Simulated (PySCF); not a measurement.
**doublet C2H4ClF− at 6 levels**

Wanted: a comparison of 6 runs (UHF/STO-3G, UHF/3-21G, UB3LYP/6-31G*, U-wB97M-V/6-311+G**, UB2PLYP/6-311+G**, USCS-MP2/6-311+G**) of doublet C2H4ClF−. Input form: a Python script.

The calculation is run with PySCF 2.14.0.

1 further run of the same task is left out (set aside as unsound or not needed).

## 1. The structure to begin with

The species is C2H4ClF− (8 atoms), meant as a doublet with charge -1. As SMILES of the parent species, `FCCCl`. Geometry: relaxed at PBE0-D4/def2-TZVP. This is one conformer, not always the lowest. That shape belongs to the parent species and isn't relaxed for this state.

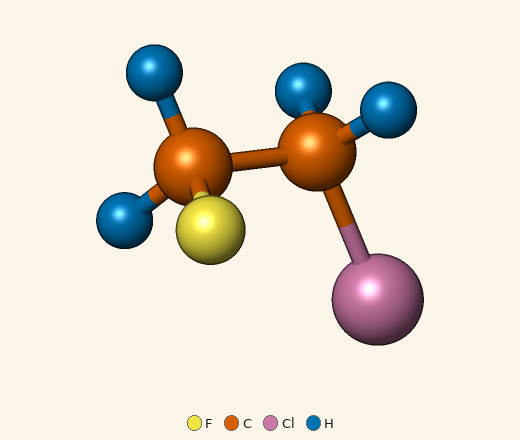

The structure, seen from a chosen angle (fluorine yellow, carbon orange, chlorine pink, hydrogen blue).

## 2. A single-point energy at UHF/STO-3G (run 1)

input.py

```python
from pyscf import gto, scf

system = gto.Mole()
system.atom = [
    ('F', (-1.336980, 0.498150, 1.030500)),
    ('C', (-0.143560, 0.671020, 0.368890)),
    ('C', (0.300450, -0.609920, -0.275720)),
    ('Cl', (-0.759330, -1.087620, -1.620890)),
    ('H', (-0.273910, 1.462220, -0.374180)),
    ('H', (0.609620, 0.981160, 1.102570)),
    ('H', (0.296790, -1.425630, 0.446820)),
    ('H', (1.306920, -0.489380, -0.677980)),
]
system.basis = 'sto-3g'
system.spin = 1
system.verbose = 3
system.max_memory = 1860
system.charge = -1
system.build()

myscf = scf.UHF(system)
myscf.conv_tol = 1e-10
myscf.kernel()
if not myscf.converged:
    myscf = myscf.newton().run(myscf.mo_coeff, myscf.mo_occ)

etot = myscf.e_tot
print('E = %.10f Eh' % etot)
```

Started as:

```console
$ OMP_NUM_THREADS=1 python input.py
```

Standard output:

```text
converged SCF energy = -629.426726920931  <S^2> = 0.75737854  2S+1 = 2.007365
E = -629.4267269209 Eh
```

Wall time 0.83 s (1 thread of Arm Neoverse V1, shared host); peak memory 0.1 GiB.

## 3. The energy at UHF/3-21G (run 2)

job.py

```python
from pyscf import gto

mol = gto.M(
    atom='''
F     -2.526526     0.941367     1.947363
C     -0.271289     1.268044     0.697101
C      0.567768    -1.152582    -0.521035
Cl    -1.434926    -2.055304    -3.063038
H     -0.517615     2.763195    -0.707098
H      1.152015     1.854124     2.083555
H      0.560852    -2.694050     0.844367
H      2.469721    -0.924794    -1.281197
''',
    verbose=4,
    max_memory=1860,
    spin=1,
    charge=-1,
    unit='bohr',
    basis='3-21g',
)

myscf = mol.UHF()
myscf.conv_tol = 1e-10
myscf.kernel()
if not myscf.converged:
    myscf = myscf.newton().run(myscf.mo_coeff, myscf.mo_occ)

e_tot = myscf.e_tot
print('E = %.10f Eh' % e_tot)
```

Started as:

```console
$ OMP_NUM_THREADS=1 python job.py
```

Standard output:

```text
PySCF version 2.14.0

[... 104 lines left out ...]
converged SCF energy = -633.658711887507  <S^2> = 0.75893884  2S+1 = 2.0089189
E = -633.6587118875 Eh
```

Wall time 1.2 s (1 thread of Arm Neoverse V1, shared host); peak memory 0.12 GiB.

Runs 3 to 5 aren't shown in full; the table further down has their settings and results.

## 4. A single-point energy at USCS-MP2/6-311+G(d,p) (run 6)

mol.xyz

```xyz
8
C2H4ClF
F     -1.336980     0.498150     1.030500
C     -0.143560     0.671020     0.368890
C      0.300450    -0.609920    -0.275720
Cl    -0.759330    -1.087620    -1.620890
H     -0.273910     1.462220    -0.374180
H      0.609620     0.981160     1.102570
H      0.296790    -1.425630     0.446820
H      1.306920    -0.489380    -0.677980
```

job.py

```python
from pyscf import gto, mp

molecule = gto.M(
    atom='mol.xyz',
    verbose=3,
    spin=1,
    charge=-1,
    max_memory=1860,
    basis='6-311+g**',
)

hf = molecule.UHF()
hf.conv_tol = 1e-10
hf.kernel()
if not hf.converged:
    hf = hf.newton().run(hf.mo_coeff, hf.mo_occ)

pt = mp.MP2(hf, frozen=8).run()
energy = hf.e_tot + 1.2 * pt.e_corr_os + pt.e_corr_ss / 3
print('E(%s) = %.9f' % ('SCS-MP2', energy))
```

Started as:

```console
$ OMP_NUM_THREADS=1 python job.py
```

Standard output:

```text
converged SCF energy = -636.997053876182  <S^2> = 0.75045879  2S+1 = 2.0004587
E(UMP2) = -637.647811724939  E_corr = -0.650757848757386
E(SCS-UMP2) = -637.634407668638  E_corr = -0.637353792456756
E(SCS-MP2) = -637.634407669
```

Run time: 12 s. Hardware: 1 thread of Arm Neoverse V1, shared host; peak memory 0.43 GiB.

## 5. The series

| run | level | integration grid | nlc grid | energy (Eh) | HOMO energy (eV) | LUMO energy (eV) | ⟨S²⟩ | wall time |
| --- | --- | --- | --- | --- | --- | --- | --- | --- |
| 1 | UHF/STO-3G | – | – | -629.426727 | 7.65 | 21.42 | 0.757 | 0.83 s |
| 2 | UHF/3-21G | – | – | -633.658712 | 3.17 | 12.46 | 0.759 | 1.2 s |
| 3 | UB3LYP/6-31G* (spherical functions) | 5 | – | -638.519946 | 5.77 | 7.83 | 0.752 | 35 s |
| 4 | U-wB97M-V/6-311+G** | 5 | 1 | -638.578155 | 1.56 | 4.57 | 0.750 | 6.6 min |
| 5 | UB2PLYP/6-311+G** | 5 | – | -638.372606 | 2.13 | 4.27 | 0.750 | 88 s |
| 6 | USCS-MP2/6-311+G** | – | – | -637.634408 | 1.50 | 5.17 | 0.750 | 12 s |

## 6. Outcome

| quantity | value |
| --- | --- |
| run 6: total energy | -637.63441 Eh |
| run 6: HOMO energy (Hartree–Fock orbitals) (highest over α and β) | 1.50 eV |
| run 6: LUMO energy (Hartree–Fock orbitals) (lowest over α and β) | 5.17 eV |
| run 6: correlation energy (8 core orbitals frozen) | -637.4 mEh |
| run 6: ⟨S²⟩ of the reference determinant | 0.750 |

**Reading.** Totals of different functionals can't be ranked against each other. In runs 1, 2, 3, 4, 5, 6 the HOMO lies above zero, so the outermost electron may be held by the basis alone. In run 1 the basis is minimal, so the values are rough. All runs together took 8.9 min, the longest 6.6 min.
